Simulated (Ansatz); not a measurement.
## Fields on a plane of WC (WC type, space group P-6m2)

```xyz
2
Lattice="2.9122 0.0000 0.0000 -1.4561 2.5220 0.0000 0.0000 0.0000 2.8362" Properties=species:S:1:pos:R:3 pbc="T T T"
W      0.0000     0.0000     0.0000
C      1.4561     0.8407     1.4181
```

The slice is a (-1 2 -1 0) plane (indices of the conventional cell) through the point (0.667, 0.333, 0.500) (fractional), spanned by u = [001] and v = [210] in vectors of this cell: u (2.84 Å) and v (5.04 Å, at 90° to u). It covers one period; positions are fractions (u, v).

Atoms on it: W at (0.50, 0.67); C at (0.00, 0.00).

Computed with r2SCAN (plane waves to 500 eV, PAW, scalar-relativistic; Ansatz, a first-principles code). k mesh 18×18×16. Near the nuclei the fields are pseudised (PAW); where an atom keeps semicore shells as valence, they peak there. Spin-orbit coupling is left out, though W is heavy. WC is run without spin polarisation. WC was relaxed with its symmetry unable to fall.

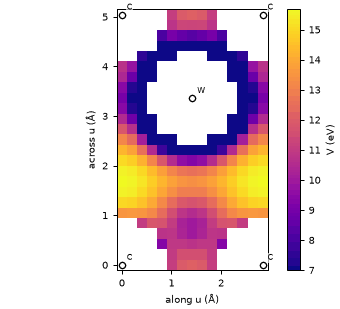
Fig. 1. Electrostatic potential energy of an electron, from the cell's mean, in eV, one period of the plane, atoms marked. Points within 0.9 Å of a nucleus are left white, as the pseudised field means little there. Values under 7 eV are set to 7. The zero, the cell's mean, hangs on the PAW cores.

```
|77664332334667|
|66654333334566|
|65554444444555|
|54444566654444|
|44446788876444|
|33457999997543|
|33468999998643|
|33479998999743|
|33468999998643|
|33357999997533|
|22346788876432|
|22223566653222|
|11122344432211|
|00112233322110|
|00011222221100|
|00011222221100|
|00011222221100|
|11112222222111|
|22222223222222|
|44333333333334|
|55543332333455|
|66654332334566|
|77664332334667|
|67665332335667|
```
Scale: ten equal steps from -1.00 (start of '0') to 0.73 (end of '9'), in the order '0123456789'. Values: log₁₀ of the valence density in e/Å³. The map has 14 points along u (one character each, u = 0 at the left) and 24 along v (v = 0 in the bottom row). The scale is logarithmic, as a density can span decades between atoms and voids.

- Density on the W–C line (2.20 Å) at its density minimum, 1.2 Å from W = 0.65 e/Å³
- ELF at that point = 0.4
